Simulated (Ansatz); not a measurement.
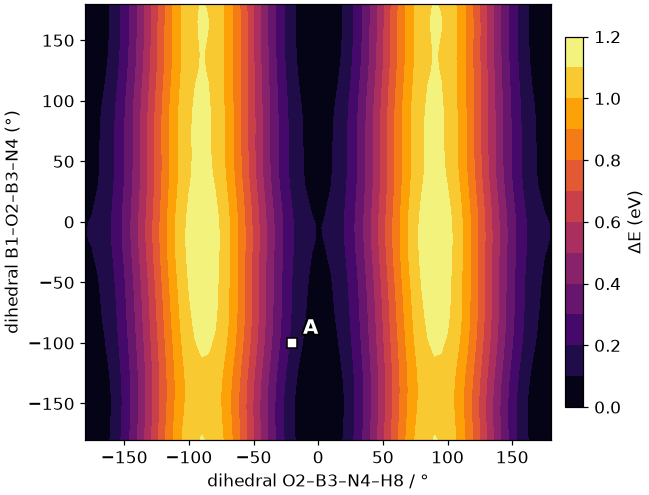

B2ClH4NO, SMILES BOB(N)Cl. Coordinates scanned: (1) dihedral O2–B3–N4–H8; (2) dihedral B1–O2–B3–N4. Nothing is relaxed (all other coordinates rigid). The grid has 18 × 18 points. Points are written as (first, second). Energies: eV, counted from the relaxed molecule at the same level. Computed with RKS r2SCAN-D4/def2-SVP (Ansatz).

Drawn: filled contours, the point A. Between grid points the surface is interpolated.

> Which way does the force act at A, and how strong is it?

A, at (−20°, −100°), is not a stationary point. The computed force is 0.011 eV for each degree towards larger values of dihedral O2–B3–N4–H8 and 0.0011 eV for each degree towards smaller values of dihedral B1–O2–B3–N4.
